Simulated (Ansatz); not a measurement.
C2H4Si

```
atom    x (Å)    y (Å)    z (Å)
   C  -1.2759   0.3529  -0.6832
  Si  -0.2566  -0.7543  -0.0642
   C   1.4085  -0.7177   0.7912
   H  -2.1974   0.6079  -1.1797
   H   1.7357  -1.7260   1.0418
   H   2.1385  -0.2558   0.1254
   H   1.3245  -0.1276   1.7046
```

Geometry: PBE0-D4/def2-TZVP.

Level of theory: RKS PBE0-D4/def2-TZVPP in Ansatz 0.2.0.

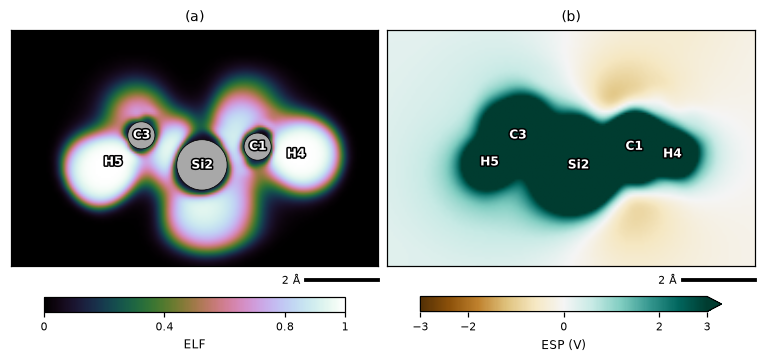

Figure 1. (a) electron localisation function; (b) molecular electrostatic potential on the plane of atoms C1, Si2 and C3. Grey discs cover the atomic cores in the ELF map.

> What do the fields say about this system?

Atoms in the plane: C, Si and H.
C–Si (1.63 Å): the ELF peaks at about 0.85 between the atoms; localised, covalent bonding.
C–H (1.08 Å): the ELF climbs to about 1 towards the hydrogen, as it does in any bond to H (an ordinary covalent bond to hydrogen).
C–Si (1.87 Å): the ELF peaks at about 0.95 between the atoms (a shared electron pair).
The ELF also peaks beside Si2, away from the bonds: lone-pair regions.
Outside the dense part of the molecule the potential is most negative (−1.1 V) near C1.

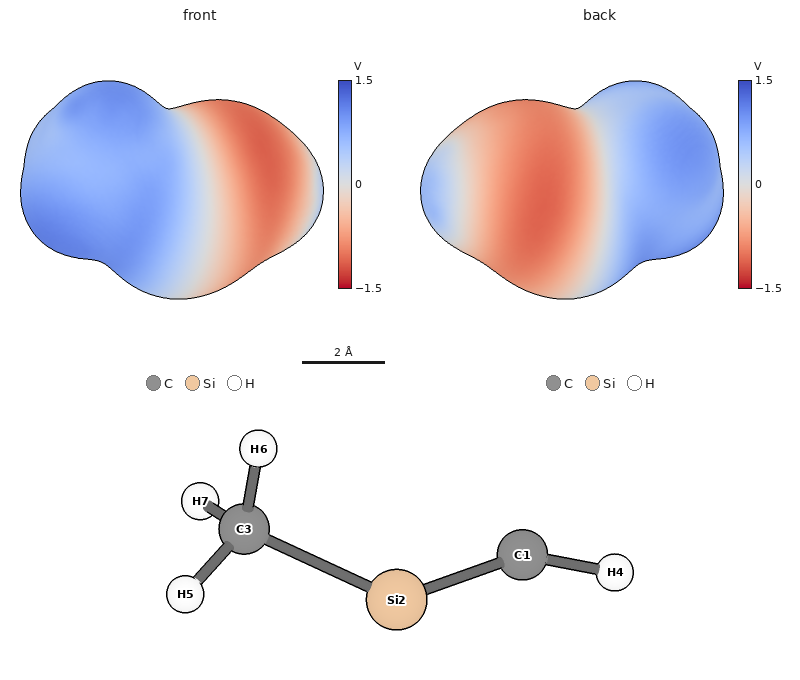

Figure 2. The electrostatic potential painted on the density surface at 0.001 e/bohr³, seen from the front and from behind; the colour scale runs from red (negative) to blue (positive). The bare structure is drawn below in the same view.

> Where is the surface potential most negative and most positive?

The most negative region (about −1.1 V) lies over C1 and Si2, the most positive (about +1.1 V) over H5.

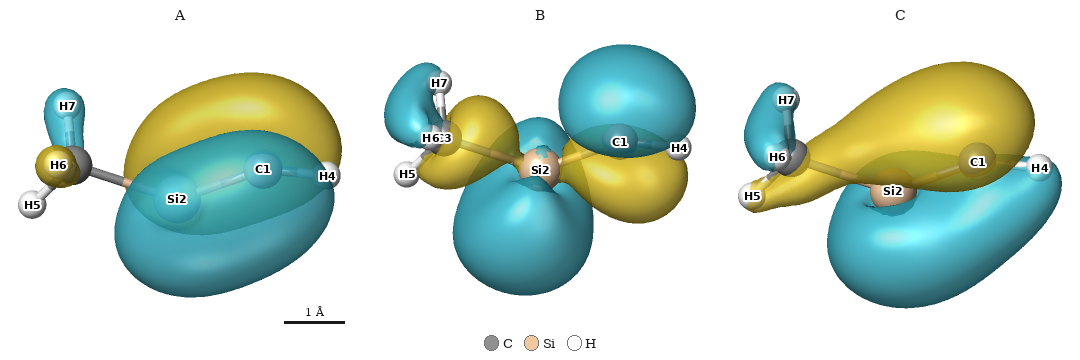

Figure 3. Three frontier orbitals at ±0.08 Å⁻³ᐟ² (yellow and cyan are the two phases), in no order.

> Which picture is the HOMO−1, the HOMO and the LUMO?

C is the HOMO−1 (−6.74 eV). By Hirshfeld shares it lies mainly on Si2 (about 50 %) and C1 (about 40 %); π-bonding across Si2–C1. A is the HOMO (−6.33 eV). It lies mainly on C1 (about 55 %) and Si2 (about 40 %); π-bonding across C1–Si2. B is the LUMO (−2.42 eV). Its weight (Hirshfeld) is mainly on Si2 (about 45 %), C1 (about 35 %) and C3 (about 10 %).

> What is the HOMO–LUMO gap?

3.91 eV between the orbital energies.

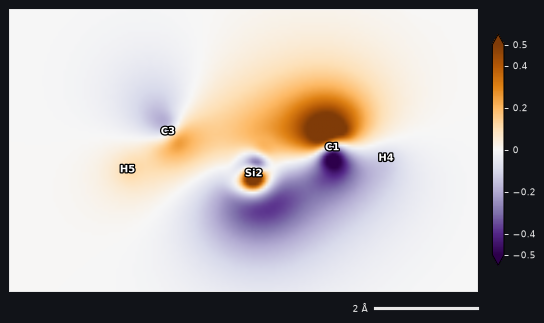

Figure 4. The HOMO−1 on the plane of atoms Si2, C1 and H4 (values in Å⁻³ᐟ²; the overall sign is arbitrary).

> Where does this orbital lie, and at what energy?

Its weight (Hirshfeld) is mainly on Si2 (about 50 %) and C1 (about 40 %); π-bonding across Si2–C1. Its energy is −6.74 eV.
